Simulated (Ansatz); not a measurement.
Base system: CdS in the wurtzite structure (space group P6_3mc, No. 186; a = 4.124 Å, c = 6.708 Å). Axes: x lies along a and z along c of the hexagonal cell.

Modification: biaxial strain +0.60 %, plane normal [001], relaxed out of plane (Cartesian); in-plane vectors clamped, the third vector and the atoms free.

All numbers come from Ansatz (a quantum-chemistry and plane-wave program), PBEsol, PAW, cutoff 420 eV, without spin-orbit coupling.

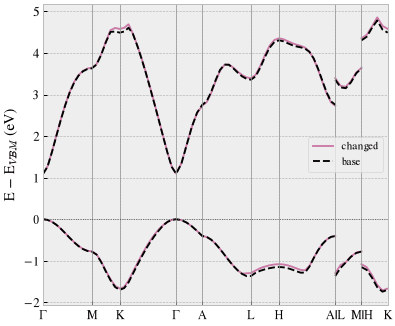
Fig. 1. Highest valence and lowest conduction band along the path, each from its own valence-band maximum

Read the changed gap and its character from the plot.

About 1.1 eV, direct at Γ.

Whether these cells are dynamically stable was not tested.
